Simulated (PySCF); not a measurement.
Input file:

```
{"job": {"kind": "nmr", "xc": "PBE0", "basis": "pcSseg-1"}, "charge": 0, "multiplicity": 1}
F     -1.689688    -1.883307    -1.898040
C     -1.947284    -1.809478    -0.578712
C     -1.346182    -0.904524     0.181459
F     -1.669603    -0.905951     1.496769
C     -0.377380     0.141055    -0.226208
Si    -1.187114     1.881088    -0.064862
C      0.881778     0.059571     0.613067
C      2.165876     0.600108     0.066716
C      1.979751    -0.880398     0.214215
H     -2.663183    -2.540979    -0.240614
H     -0.122544    -0.043234    -1.272573
H     -0.184342     2.857628    -0.485768
H     -2.362663     1.908198    -0.934055
H     -1.563249     2.088450     1.331019
H      0.703676     0.183895     1.674368
H      2.157388     1.014677    -0.930175
H      2.843711     1.103628     0.738853
H      2.527132    -1.394646     0.989607
H      1.844115    -1.466532    -0.682525
```

Run with:

```sh
OMP_NUM_THREADS=1 python probes_run.py task.json out
```

Geometry: GFN2-xTB.

Theory: PBE0/pcSseg-1, SCF density, gas phase, non-relativistic in PySCF 2.14.0.

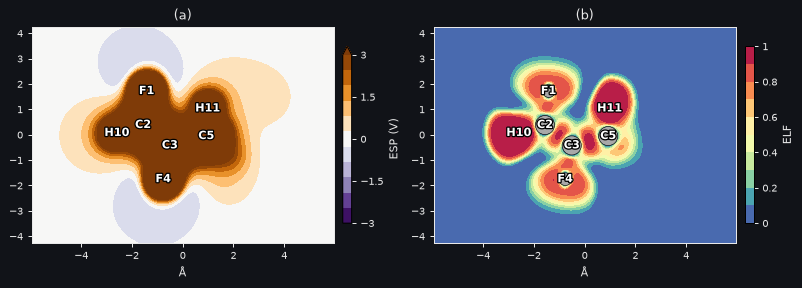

C$_{6}$H$_{10}$F$_{2}$Si. (a) molecular electrostatic potential; (b) ELF on the plane of atoms F4, C3 and C5. Grey discs cover the atomic cores in the ELF map.

**What does the map show?**

Atoms in the plane: F, C and H.
C–C (1.33 Å): the ELF peaks at about 0.95 between the atoms; a multiple bond.
C–F (1.35 Å): the ELF peaks at about 0.85 between the atoms, as expected for a shared but strongly polarised pair.
C–H (1.08 Å): the ELF climbs to about 1 towards the hydrogen, as it does in any bond to H: a covalent bond by its length.
C–C (1.48 Å): the ELF peaks at about 0.95 between the atoms: localised, covalent bonding.
The ELF also peaks beside F4 and F1, away from the bonds: lone-pair regions.
Outside the dense part of the molecule the potential is most negative (−0.8 V) near F1.
